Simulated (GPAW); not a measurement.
The Si K edge of atom 1 in SiO2 (Quartz, P3_121), with 4 O at 1.61 Å (tetrahedral, site symmetry 2), was computed in 2 ways: full core hole (charged cell) and no core hole. Program and functional: GPAW, PBE, Gaussian full width 0.9 eV up to 4 eV, rising linearly to 3.5 eV at 25 eV; cells of 9 atoms.

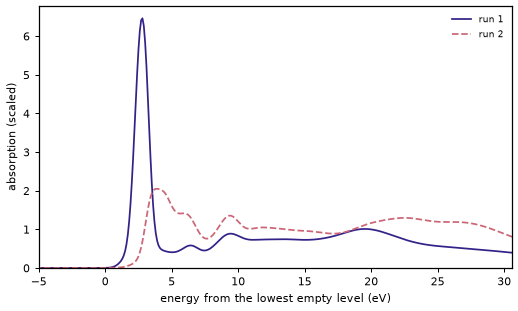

Each run is counted from its own lowest empty level or Fermi level and scaled to a mean of 1 over its first 20 eV.

**Question.** Which run is which?

Run 1: full core hole (charged cell) (area from −2 to 6 eV 9.3, main maxima 2.8 eV (6.46), 6.4 eV (0.58), 9.4 eV (0.89) and 19.5 eV (1.01)). Run 2: no core hole (area from −2 to 6 eV 5.6, main maxima 3.9 eV (2.05), 9.4 eV (1.36) and 22.5 eV (1.30)). With each curve scaled to its own mean, the area from −2 to 6 eV with the hole is 9.3 against 5.6, and the centre of weight from −1 to 20 eV moves by -1.8 eV: the hole pulls the absorber's empty states down.

[Hosts, paths, dates, database ids (printed as entryN), source tags and the programs' standing remarks are cut or masked in the printed files.]

[Lists of maxima count a maximum above −3 eV only where it reaches 4 % of the highest in the window and stands out from its surroundings by 2 % of it (1.5 % where it reaches 55 %); shoulders and weaker maxima are passed over, and of the rest the first, up to two pre-edge ones and the few strongest are named.]
